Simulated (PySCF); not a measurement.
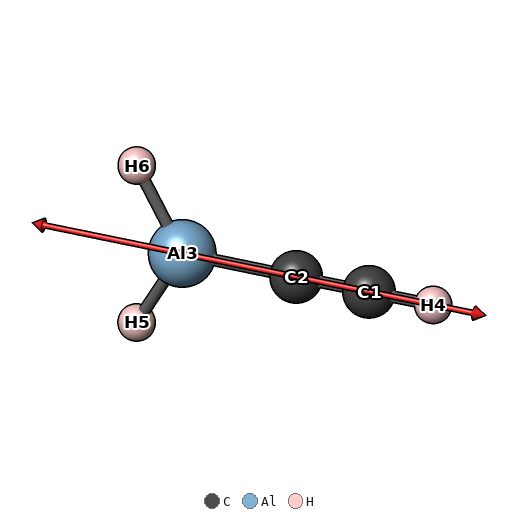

The double arrow shows the direction of the transition dipole to excited singlet state 2 (its length means nothing). Computed geometry: PBE0-D3(BJ)/def2-SVP optimisation. No frequency run is at hand to confirm it as a minimum. Level of theory: TDDFT BHandHLYP/def2-SVPD, vertical, gas phase, core orbitals frozen in the response (PySCF 2.14.0).

> How is the transition polarised?

In the molecular plane, nearly parallel to the C1–C2 bond.

> Where does the transition lie, and how strong is it?

5.54 eV (224 nm), oscillator strength 0.030, mainly HOMO−1 → LUMO (weight 0.70); transition dipole 1.19 D.
